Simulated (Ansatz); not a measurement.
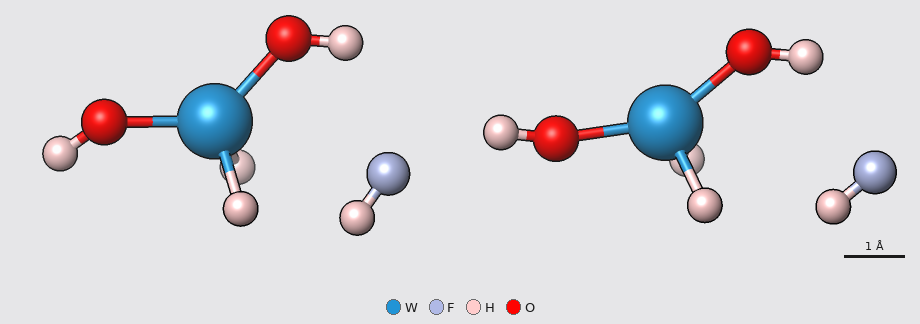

Two geometries of WH$_{5}$O$_{2}$F, drawn at one scale. One is the start of a relaxation, the other its converged end. A ball-and-stick model, seen face on.

These are results of RHF/def2-SVP (Ansatz), not measurements. Settings: no spin polarisation; force threshold 0.03 eV/Å; at most 50 steps.

Question: Which geometry has the lower energy?

Answer: The right one is the relaxed one. The run prepares an end point of a later path (reaction) calculation, from a guessed geometry. The largest move after the best rigid fit is that of an H atom, 0.54 Å. Largest moves by element: H 0.54 Å, F 0.49 Å, O 0.37 Å, W 0.20 Å. Near-neighbour distances that change, for instance: F–W 3.053 → 3.666 Å, H–W 2.919 → 3.233 Å, O–W 1.863 → 1.854 Å, H–W 1.711 → 1.703 Å. Bond angles that change, for instance: W–O–H 137.7° → 164.1°, H–W–O 115.2° → 99.0°, O–W–O 130.9° → 145.7°. Over 20 accepted moves (25 points after the start) the energy falls by 3.14 kcal/mol. The largest force component goes from 0.22 to 0.018 eV/Å. The line search rejected the trial steps at points 2, 6, 9, 14, 24 of the run.

Limits of the set-up: Hartree-Fock leaves out electron correlation.
